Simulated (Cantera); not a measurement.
A closed system holds: 1 mol PbO, 1.1 mol CH₄, 0.17 mol H₂, equilibrated at 1 atm.

Cantera equilibrium calculation (NASA polynomials, part measured and part estimated; ideal gas, pure solids and liquids). Candidate condensed phases: C, C₆H₆, C₇H₈, C₈H₁₈, H₂O, Pb, PbO, PbO₂, Pb₃O₄; 113 gas species. The numbers say what is thermodynamically allowed, not how fast it happens.

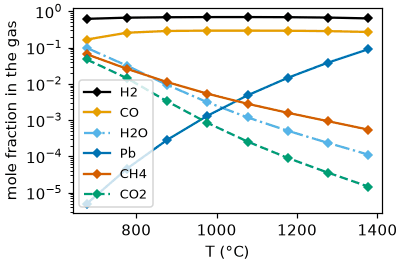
Fig. 1. Equilibrium gas composition (values under 1e-9 drawn at 1e-9)

From 677 °C to 1377 °C the condensed part is C(graphite) + Pb(l). The main Pb-bearing gas is Pb throughout.
